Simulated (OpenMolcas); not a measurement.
## H₃O (charge +1): single-point calculation (part 2 of 2)

Continued. System: H₃O, charge +1. Method: ACPF/STO-3G, RHF (OpenMolcas 26.06). A bond length was changed on purpose from its optimised value.

Geometry of the input (Å):
```
O  0.1449  -1.0318  -0.1207
H  0.2191  0.9184  0.0151
H  -0.4460  -1.3434  -0.8353
H  -0.0292  -1.4686  0.7371
```

**Log, continued**
```
      Cartesian coordinates in angstrom:
      -----------------------------------------------------
      No.  Label        X            Y            Z
      -----------------------------------------------------
       1   O1         0.14488000  -1.03183100  -0.12065900
       2   H2         0.21906000   0.91844000   0.01514000
       3   H3        -0.44598000  -1.34342100  -0.83527900
       4   H4        -0.02923000  -1.46858100   0.73712100
      -----------------------------------------------------
      Nuclear repulsion energy =   11.56607925

      Orbital specifications:
      -----------------------

      Symmetry species:              1
      Number of basis functions:     8
      Frozen orbitals:               1
      Deleted orbitals:              0
      Number of orbitals used:       7

       SYMMETRY  BASIS FUNCTIONS       ORBITALS      INTEGRALS   CPU(SEC)  I/O(SEC)
        1 1 1 1    8   8   8   8     7   7   7   7         406       0.00      0.00

       TOTAL CPU TIME(SEC)    0.00TOTAL I/O TIME(SEC)    0.00

--- Stop Module: motra /rc=_RC_ALL_IS_WELL_ ---

--- Start Module: guga ---

                                               &GUGA

                       available to each process: 1.9 GB of memory, 1 thread

      ************************************************************************************************************************
      *                                                        Title:                                                        *
      *                                                 (No title was given)                                                 *
      ************************************************************************************************************************

      ALL SINGLE AND DOUBLE REPLACEMENTS

      NUMBER OF ELECTRONS IN CI         8
      TOTAL SPIN QUANTUM NUMBER      0.00

              ORBITALS PER SYMMETRY
                  1
      INACTIVE    4
      ACTIVE      0
      VALENCE     0
      CORE        0
      ONEOCC      0
  Number of vertices                   29                   21

      INTERNAL CONFIGURATIONS (FORMAL)

      NUMBER OF VALENCE STATES               1
      NUMBER OF DOUBLET COUPLED SINGLES      4
      NUMBER OF TRIPLET COUPLED DOUBLES      6
      NUMBER OF SINGLET COUPLED DOUBLES     10

      ONE CLOSED SHELL REFERENCE STATE
      WAVE-FUNCTION SYMMETRY LABEL:  1

      INTERNAL CONFIGURATIONS (REAL)

      NUMBER OF VALENCE STATES               1
      NUMBER OF DOUBLET COUPLED SINGLES      4
      NUMBER OF TRIPLET COUPLED DOUBLES      6
      NUMBER OF SINGLET COUPLED DOUBLES     10

      COEFFICIENTS FOR DIAG      106
      TIME FOR DIAG                0

      COEFFICIENTS FOR ABCI       36
      MAXIMUM NUMBER OF ELEMENTS     7
      TIME FOR ABCI                0

      COEFFICIENTS FOR IJKL      368
      TIME FOR IJKL                0

      COEFFICIENTS FOR AIBJ      232
      DIFFERENT TYPES        6       10       48       80       18       30       20
      TIME FOR AIBJ                0

      COEFFICIENTS FOR AIJK      348
      TIME FOR AIJK                0

      COEFFICIENTS FOR IJ         62

      COEFFICIENTS FOR AI         40
      TIME FOR ONEEL               0
--- Stop Module: guga /rc=_RC_ALL_IS_WELL_ ---

--- Start Module: cpf ---

                                                &CPF

                       available to each process: 1.9 GB of memory, 1 thread

      ************************************************************************************************************************
      *                                                        Title:                                                        *
      *                                                ( No title was given )                                                *
      ************************************************************************************************************************

      Cartesian coordinates in angstrom:
      -----------------------------------------------------
      No.  Label        X            Y            Z
      -----------------------------------------------------
       1   O1         0.14488000  -1.03183100  -0.12065900
       2   H2         0.21906000   0.91844000   0.01514000
       3   H3        -0.44598000  -1.34342100  -0.83527900
       4   H4        -0.02923000  -1.46858100   0.73712100
      -----------------------------------------------------
      Nuclear repulsion energy =   11.56607925

      This is an  A C P F calculation

      ONE-ELECTRON BASIS:
      ----------------------------

      Symmetry species                                   1

      Orbitals pre-frozen in MOTRA               1       1
      Orbitals used by this program              7       7
      Pre-deleted in MOTRA                       0       0
      Sum: No. of basis functions                8       8

      ORBITAL SPECIFICATION:
      -------------------------------

      Orbitals frozen here                       0       0
      Inactive orbitals                          4       4
      Active orbitals                            0       0
      Additional valence orbitals                0       0
      Virtual orbitals                           3       3
      Orbitals deleted here                      0       0
      Sum: Total no. of orbitals                 7       7

      WAVE FUNCTION SPECIFICATION:
      ----------------------------

      Number of electrons in CI                  8
      Internal orbitals in CI                    4
      External orbitals in CI                    3
      Number of irreps                           1
      Spin quantum number                      0.0
      State symmetry                             1

      REFERENCE STATE:
      ------------------------------

      Number of reference states                 1
      One closed shell reference state

      OPTIONS:
      --------

      Print parameter                            5
      Pulay diagonalization
      First order interacting space

      INTERNAL CONFIGURATIONS

      NUMBER OF VALENCE STATES               1
      NUMBER OF DOUBLET COUPLED SINGLES      4
      NUMBER OF TRIPLET COUPLED DOUBLES      6
      NUMBER OF SINGLET COUPLED DOUBLES     10

      FULL-SPACE CONFIGURATIONS (FORMAL)

      NUMBER OF VALENCE STATES               1
      NUMBER OF DOUBLET COUPLED SINGLES     12
      NUMBER OF TRIPLET COUPLED DOUBLES     18
      NUMBER OF SINGLET COUPLED DOUBLES     60

      FULL-SPACE CONFIGURATIONS (REAL)

      NUMBER OF VALENCE STATES               1
      NUMBER OF DOUBLET COUPLED SINGLES     12
      NUMBER OF TRIPLET COUPLED DOUBLES     18
      NUMBER OF SINGLET COUPLED DOUBLES     60

      FORMAL NUMBER OF CONFIGURATIONS      91
        REAL NUMBER OF CONFIGURATIONS      91
  NUMBER OF TWO-ELECTRON INTEGRALS:                  406

      STATISTICS FOR INTEGRALS, FIRST ENTRY 10**3-10**4

               0         0         0         0        51
             115        55         4        10        98
              65         8         0         0         0
               0         0         0         0         0

      REFERENCE ENERGY      -75.08780639
  ITER      TOTAL ENERGY          CORR ENERGY           DECREASE
   1         -75.08780639           0.00000000         -75.08780639
   2         -75.16846987          -0.08066348          -0.08066348
   3         -75.18519136          -0.09738497          -0.01672149
   4         -75.19395425          -0.10614786          -0.00876289
   5         -75.19983253          -0.11202613          -0.00587828
   6         -75.20405207          -0.11624567          -0.00421954
   7         -75.21818223          -0.13037584          -0.01413016
   8         -75.21912251          -0.13131612          -0.00094028
   9         -75.21979560          -0.13198920          -0.00067309
  10         -75.22038925          -0.13258286          -0.00059365
  11         -75.22092333          -0.13311694          -0.00053408
  12         -75.22140566          -0.13359927          -0.00048234
  13         -75.22603248          -0.13822608          -0.00462681
  14         -75.22603817          -0.13823178          -0.00000570
  15         -75.22604156          -0.13823517          -0.00000339
  16         -75.22604380          -0.13823740          -0.00000223
  17         -75.22604531          -0.13823892          -0.00000152
  18         -75.22604637          -0.13823997          -0.00000106
  19         -75.22605052          -0.13824413          -0.00000416
  20         -75.22605063          -0.13824424          -0.00000011

     CALCULATION CONVERGED

     FINAL ACPF ENERGY         -75.22605063
     FINAL CORRELATION ENERGY   -0.13824424  REFERENCE ENERGY     -75.08780639
     SUM OF SQUARED CPX(BAR)    0.9463

     FIRST ORDER RELATIVISTIC CORRECTIONS
     MASS-VELOCITY               0.00000000
     1-EL DARWIN CONTACT         0.00000000
     TOTAL REL. CORRECTION       0.00000000
     TOTAL REL. ENERGY         -75.22605063

      PRINTOUT OF CI-COEFFICIENTS LARGER THAN      0.05

      WAVE FUNCTION NOT NORMALIZED

      CONFIGURATION      1   COEFFICIENT  1.000000   REFERENCE

      ORBITALS       0  0  1  2  3  4
      OCCUPATION     0  0  2  2  2  2
      SPIN-COUPLING  0  0  3  3  3  3
      SYMMETRY       0  0  1  1  1  1

      CONFIGURATION      8   COEFFICIENT -0.245539   DOUBLET

      ORBITALS       0  5  1  2  3  4
      OCCUPATION     0  1  2  2  1  2
      SPIN-COUPLING  0  1  3  3  2  3
      SYMMETRY       0  1  1  1  1  1

      CONFIGURATION     11   COEFFICIENT -0.911944   DOUBLET

      ORBITALS       0  5  1  2  3  4
      OCCUPATION     0  1  2  2  2  1
      SPIN-COUPLING  0  1  3  3  3  2
      SYMMETRY       0  1  1  1  1  1

      CONFIGURATION     41   COEFFICIENT  0.067878   TRIPLET

      ORBITALS       5  7  1  2  3  4
      OCCUPATION     1  1  2  1  2  1
      SPIN-COUPLING  1  2  3  2  3  2
      SYMMETRY       1  1  1  1  1  1

      CONFIGURATION     45   COEFFICIENT -0.069088   TRIPLET

      ORBITALS       5  6  1  2  3  4
      OCCUPATION     1  1  2  2  1  1
      SPIN-COUPLING  1  2  3  3  2  2
      SYMMETRY       1  1  1  1  1  1

      CONFIGURATION     69   COEFFICIENT  0.085308   SINGLET

      ORBITALS       5  6  1  2  3  4
      OCCUPATION     1  1  1  2  2  1
      SPIN-COUPLING  1  2  1  3  3  2
      SYMMETRY       1  1  1  1  1  1

      CONFIGURATION     84   COEFFICIENT  0.066733   SINGLET

      ORBITALS       6  7  1  2  3  4
      OCCUPATION     1  1  2  1  1  2
      SPIN-COUPLING  1  2  3  1  2  3
      SYMMETRY       1  1  1  1  1  1

      CONFIGURATION     89   COEFFICIENT  0.099451   SINGLET

      ORBITALS       5  7  1  2  3  4
      OCCUPATION     1  1  2  1  2  1
      SPIN-COUPLING  1  2  3  1  3  2
      SYMMETRY       1  1  1  1  1  1

      CONFIGURATION     98   COEFFICIENT  0.146143   SINGLET

      ORBITALS       0  5  1  2  3  4
      OCCUPATION     0  2  2  2  1  1
      SPIN-COUPLING  0  3  3  3  1  2
      SYMMETRY       0  1  1  1  1  1

      CONFIGURATION     99   COEFFICIENT -0.073279   SINGLET

      ORBITALS       5  6  1  2  3  4
      OCCUPATION     1  1  2  2  1  1
      SPIN-COUPLING  1  2  3  3  1  2
      SYMMETRY       1  1  1  1  1  1

      CONFIGURATION    104   COEFFICIENT -0.346550   SINGLET

      ORBITALS       0  7  1  2  3  4
      OCCUPATION     0  2  2  2  1  1
      SPIN-COUPLING  0  3  3  3  1  2
      SYMMETRY       0  1  1  1  1  1

++    Molecular orbitals:
      -------------------

      Title:  ACPF natural orbitals

      Molecular orbitals for symmetry species 1: a

          Orbital            1         2         3         4         5         6         7         8
          Occ. No.          2.0000    2.1260    1.9909    1.9834    1.4583    0.4117    0.0158    0.0138

        1 O1     1s         0.9942   -0.1083   -0.2331    0.0000   -0.0104    0.0021    0.0000    0.1252
        2 O1     1s         0.0259    0.5091    0.8559   -0.0000    0.0259   -0.0218   -0.0002   -0.8518
        3 O1     2px       -0.0027    0.6325   -0.1757    0.1865   -0.0705   -0.5960    0.2320    0.4582
        4 O1     2py       -0.0021    0.5152   -0.1754   -0.0560    0.4215    0.6815   -0.0696    0.3599
        5 O1     2pz        0.0005   -0.1266    0.0326    0.7036    0.0522    0.2122    0.8748   -0.0930
        6 H2     1s        -0.0007   -0.2868    0.0080   -0.0000    0.8625   -0.4327   -0.0000   -0.0617
        7 H3     1s        -0.0056   -0.1702    0.1198   -0.3225   -0.0132    0.0516    0.8703    0.8249
        8 H4     1s        -0.0056   -0.1702    0.1198    0.3225   -0.0132    0.0516   -0.8699    0.8254
--

++    Molecular charges:
      ------------------

      Mulliken charges per centre and basis function type
      ---------------------------------------------------

                O1      H2      H3      H4
      1s       3.8968  1.3313  0.5229  0.5228
      2px      1.2396  0.0000  0.0000  0.0000
      2pz      1.3284  0.0000  0.0000  0.0000
      2py      1.1582  0.0000  0.0000  0.0000
      Total    7.6230  1.3313  0.5229  0.5228

      N-E      0.3770 -0.3313  0.4771  0.4772

      Total electronic charge=   10.000000

      Total            charge=    1.000000
--

++    Molecular properties:
      ---------------------

      Dipole Moment (debye):
      Origin of the operator (angstrom)=    0.1083   -0.9681   -0.1059
                   X= -2.0842E+00               Y= -5.4834E+00               Z=  1.1550E-01           Total=  5.8673E+00
      Quadrupole Moment (debye*angstrom):
      Origin of the operator (angstrom)=    0.1083   -0.9681   -0.1059
                  XX= -5.1476E+00              XY= -6.0150E-02              XZ=  6.1937E-01              YY= -1.0608E+01
                  YZ= -6.0671E-01              ZZ= -3.0052E+00
      In traceless form (debye*angstrom)
                  XX=  1.6588E+00              XY= -9.0224E-02              XZ=  9.2905E-01              YY= -6.5312E+00
                  YZ= -9.1007E-01              ZZ=  4.8724E+00
--

--- Stop Module: cpf /rc=_RC_ALL_IS_WELL_ ---

.##################.
.# Happy landing! #.
.##################.

    Timing: Wall=1.58 User=1.19 System=0.32
```

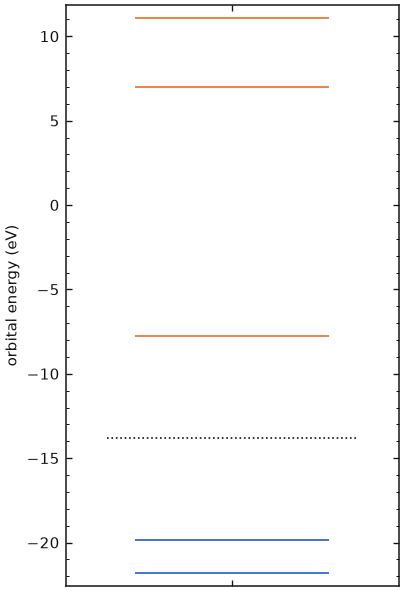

**Figure 1.** Orbital energies near the frontier; the dotted line parts filled from empty levels, and levels within 0.02 eV of each other stand side by side. Highest filled −19.85 eV, lowest empty −7.79 eV, 12.06 eV apart.

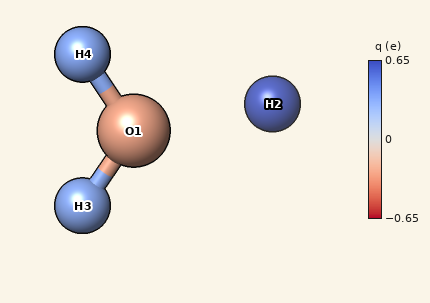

**Figure 2.** Mulliken charges, as the colour of each atom (ball-and-stick view, seen at a tilt; atoms are numbered from 1 in the order of the input). By element: O −0.26 and H +0.32 to +0.62 e.
